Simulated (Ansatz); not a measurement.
The starting structures come from a database of crystals and need not be the phases stable at ambient conditions.

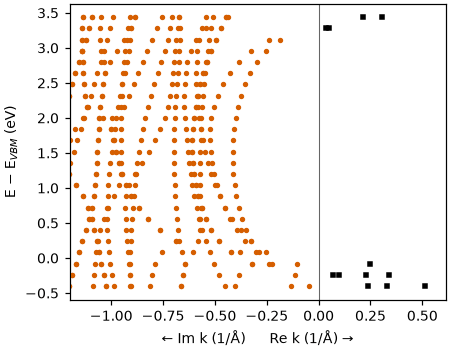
Figure. Complex bands at the centre of the two-dimensional zone; r2SCAN (Ansatz, an electronic-structure program)

The gap is the functional's own. No spin-orbit coupling. Mid-gap values are interpolated on the energy grid.

**Question.** This is K₃ScV₂O₈ (P-3m1, not sure to be the ambient phase, 14 atoms a cell, 15.8 Å³ an atom, -6 GPa at this level) along the normal of (100). Read off the slowest decay at the centre of the two-dimensional zone at 1.68 eV, the computed energy nearest the middle of the gap.

**Answer.** κ ≈ 0.41 1/Å, a decay length 1/(2κ) of the density of 1.2 Å.
